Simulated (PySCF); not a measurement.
# C5H8 (methylenecyclobutane) at 6 levels

We compute a comparison of 6 runs (M06-L/6-31G*, SVWN5/6-31G*, r2SCAN/6-31G*, revPBE/6-31G*, wB97X/6-31G*, CCSD(T)/6-31G*) of C5H8 (methylenecyclobutane). The job is set up through a Python script.

Program for the calculation: PySCF 2.14.0.

2 further runs of the same task are left out: 2 set aside as unsound or not needed.

**1. The system as given**

C5H8 has 13 atoms, charge 0, and is taken as a singlet. SMILES: `C=C1CCC1`. Geometry: relaxed at GFN2-xTB.

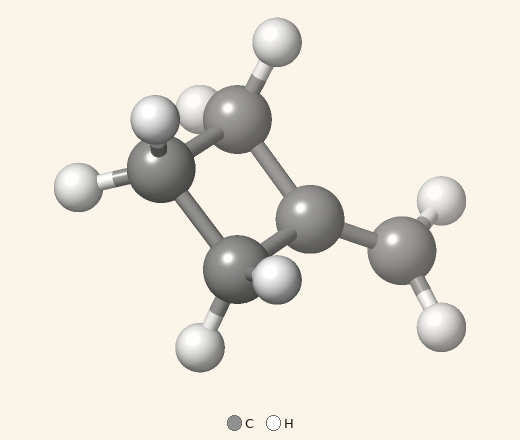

The structure, seen from a chosen angle (carbon grey, hydrogen white).

**2. A single-point energy at M06-L/6-31G(d) (spherical functions) (run 1)**

input.py

```python
# methylenecyclobutane
from pyscf import gto, dft

mol = gto.Mole()
mol.atom = '''
C       -0.836350       1.768770       0.363740
C       -0.283290       0.598910       0.122970
C       -0.466890      -0.777970       0.702990
C        0.611220      -1.295620      -0.267490
C        0.776150       0.126180      -0.836210
H       -1.597910       1.890410       1.116080
H       -0.550770       2.652780      -0.181810
H       -1.460710      -1.199710       0.555750
H       -0.212140      -0.857610       1.759370
H        0.250690      -2.026400      -0.988060
H        1.500580      -1.689870       0.219060
H        0.512640       0.235770      -1.887740
H        1.756770       0.574340      -0.678620
'''
mol.max_memory = 1860
mol.verbose = 4
mol.spin = 0
mol.basis = '6-31g*'
mol.build()

calc0 = dft.RKS(mol, xc='m06-l')
calc0.conv_tol = 1e-10
calc0.grids.level = 5
calc0.kernel()
if not calc0.converged:
    calc0 = calc0.newton().run(calc0.mo_coeff, calc0.mo_occ)

etot = calc0.e_tot
print('E(%s) = %.9f' % ('M06-L', etot))
```

Launch:

```bash
$ OMP_NUM_THREADS=1 python input.py
```

Log:

```text
PySCF version 2.14.0

[... 81 lines left out ...]
converged SCF energy = -195.255458308569
E(M06-L) = -195.255458309
```

It took 51 s on 1 thread of Intel Xeon at 2.70GHz, shared host; peak memory 0.48 GiB.

**3. A single-point energy at SVWN5/6-31G(d) (spherical functions) (run 2)**

run.py

```python
from pyscf import gto, dft

system = gto.M(
    atom=[
    ('C', (-0.836350, 1.768770, 0.363740)),
    ('C', (-0.283290, 0.598910, 0.122970)),
    ('C', (-0.466890, -0.777970, 0.702990)),
    ('C', (0.611220, -1.295620, -0.267490)),
    ('C', (0.776150, 0.126180, -0.836210)),
    ('H', (-1.597910, 1.890410, 1.116080)),
    ('H', (-0.550770, 2.652780, -0.181810)),
    ('H', (-1.460710, -1.199710, 0.555750)),
    ('H', (-0.212140, -0.857610, 1.759370)),
    ('H', (0.250690, -2.026400, -0.988060)),
    ('H', (1.500580, -1.689870, 0.219060)),
    ('H', (0.512640, 0.235770, -1.887740)),
    ('H', (1.756770, 0.574340, -0.678620)),
],
    spin=0,
    max_memory=1860,
    verbose=4,
    charge=0,
    basis='6-31g*',
)

mf = dft.RKS(system, xc='svwn')
mf.grids.level = 5
mf.conv_tol = 1e-10
mf.kernel()
if not mf.converged:
    mf = mf.newton().run(mf.mo_coeff, mf.mo_occ)

e_tot = mf.e_tot
print(f'total energy: {e_tot:.8f} hartree')
```

Launch:

```bash
$ OMP_NUM_THREADS=1 python run.py
```

Log:

```text
PySCF version 2.14.0

[... 85 lines left out ...]
converged SCF energy = -193.433882864777
total energy: -193.43388286 hartree
```

Wall time 22 s (1 thread of Intel Xeon at 2.70GHz, shared host); peak memory 0.3 GiB.

Runs 3 to 5 aren't shown in full; the table further down has their settings and results.

**4. A single-point energy at CCSD(T)/6-31G(d) (spherical functions) (run 6)**

run.py

```python
# methylenecyclobutane
from pyscf import gto, scf, cc

mol = gto.M(
    atom='''
C       -0.836350       1.768770       0.363740
C       -0.283290       0.598910       0.122970
C       -0.466890      -0.777970       0.702990
C        0.611220      -1.295620      -0.267490
C        0.776150       0.126180      -0.836210
H       -1.597910       1.890410       1.116080
H       -0.550770       2.652780      -0.181810
H       -1.460710      -1.199710       0.555750
H       -0.212140      -0.857610       1.759370
H        0.250690      -2.026400      -0.988060
H        1.500580      -1.689870       0.219060
H        0.512640       0.235770      -1.887740
H        1.756770       0.574340      -0.678620
''',
    basis='6-31g*',
    charge=0,
    max_memory=1860,
    verbose=4,
)

mf = scf.RHF(mol)
mf.conv_tol = 1e-10
mf.kernel()
if not mf.converged:
    mf = mf.newton().run(mf.mo_coeff, mf.mo_occ)

mycc = cc.CCSD(mf, frozen=5)
mycc.kernel()
e_t = mycc.ccsd_t()
etot = mycc.e_tot + e_t
print('E(%s) = %.9f' % ('CCSD(T)', etot))
```

Launch:

```bash
$ OMP_NUM_THREADS=1 python run.py
```

Log:

```text
PySCF version 2.14.0

[... 69 lines left out ...]
converged SCF energy = -193.940908067281
[... 1 line left out ...]
******** <class 'pyscf.cc.ccsd.CCSD'> ********
CC2 = 0
CCSD nocc = 14, nmo = 81
frozen orbitals 5
max_cycle = 50
direct = 0
conv_tol = 1e-07
conv_tol_normt = 1e-05
diis_space = 6
diis_start_cycle = 0
diis_start_energy_diff = 1e+09
Init t2, MP2 energy = -194.57317649726  E_corr(MP2) -0.632268429978948
Init E_corr(CCSD) = -0.632268429978977
cycle = 1  E_corr(CCSD) = -0.662451842599852  dE = -0.0301834126  norm(t1,t2) = 0.062207
cycle = 2  E_corr(CCSD) = -0.679368157131453  dE = -0.0169163145  norm(t1,t2) = 0.0215995
cycle = 3  E_corr(CCSD) = -0.684496319181148  dE = -0.00512816205  norm(t1,t2) = 0.00937722
cycle = 4  E_corr(CCSD) = -0.685851965377836  dE = -0.0013556462  norm(t1,t2) = 0.00293964
cycle = 5  E_corr(CCSD) = -0.685669314598289  dE = 0.00018265078  norm(t1,t2) = 0.000891896
cycle = 6  E_corr(CCSD) = -0.685618613323882  dE = 5.07012744e-05  norm(t1,t2) = 0.000191897
cycle = 7  E_corr(CCSD) = -0.6856283356161  dE = -9.72229222e-06  norm(t1,t2) = 6.68268e-05
cycle = 8  E_corr(CCSD) = -0.685629573136981  dE = -1.23752088e-06  norm(t1,t2) = 2.1078e-05
cycle = 9  E_corr(CCSD) = -0.685628205475214  dE = 1.36766177e-06  norm(t1,t2) = 7.42156e-06
cycle = 10  E_corr(CCSD) = -0.685628222916328  dE = -1.7441114e-08  norm(t1,t2) = 2.76257e-06
CCSD converged
E(CCSD) = -194.626536290197  E_corr = -0.6856282229163283
CCSD(T) correction = -0.0231443282137328
E(CCSD(T)) = -194.649680618
```

It took 35 s on 1 thread of Intel Xeon at 2.70GHz, shared host; peak memory 0.47 GiB.

**5. The series**

```csv
run,level,integration grid,frozen core orbitals,energy (Eh),dipole moment (D) of the reference,HOMO energy (eV),LUMO energy (eV),wall time
1,M06-L/6-31G* (spherical functions),5,–,-195.255458,0.55,-5.78,-0.08,51 s
2,SVWN5/6-31G* (spherical functions),5,–,-193.433883,0.58,-5.62,-0.39,22 s
3,r2SCAN/6-31G* (spherical functions),5,–,-195.155397,0.55,-5.79,-0.07,45 s
4,revPBE/6-31G* (spherical functions),5,–,-195.227893,0.53,-5.50,-0.19,35 s
5,wB97X/6-31G* (spherical functions),5,–,-195.237681,0.51,-9.12,3.02,42 s
6,CCSD(T)/6-31G* (spherical functions),–,5,-194.649681,0.51,-9.31,4.68,35 s
```

**6. Outcome**

| quantity | value |
| --- | --- |
| run 6: total energy | -194.64968 Eh |
| run 6: dipole moment (Hartree–Fock density) | 0.51 D |
| run 6: HOMO energy (Hartree–Fock orbitals) | -9.31 eV |
| run 6: LUMO energy (Hartree–Fock orbitals) | 4.68 eV |
| run 6: HOMO–LUMO gap (Hartree–Fock orbitals) | 13.99 eV |
| run 6: correlation energy (5 core orbitals frozen) | -708.8 mEh |
| run 6: (T) correction | -23.14 mEh |
| run 6: T1 diagnostic | 0.010 |

In words: Over runs 1, 2, 3, 4, 5 the dipole moment (its size) runs from 0.51 D (wB97X/6-31G*) to 0.58 D (SVWN5/6-31G*). Over runs 1, 2, 3, 4, 5 the HOMO–LUMO gap runs from 5.23 eV (SVWN5/6-31G*) to 12.14 eV (wB97X/6-31G*). Totals of different functionals can't be ranked against each other. All runs together took 3.8 min, the longest 51 s.
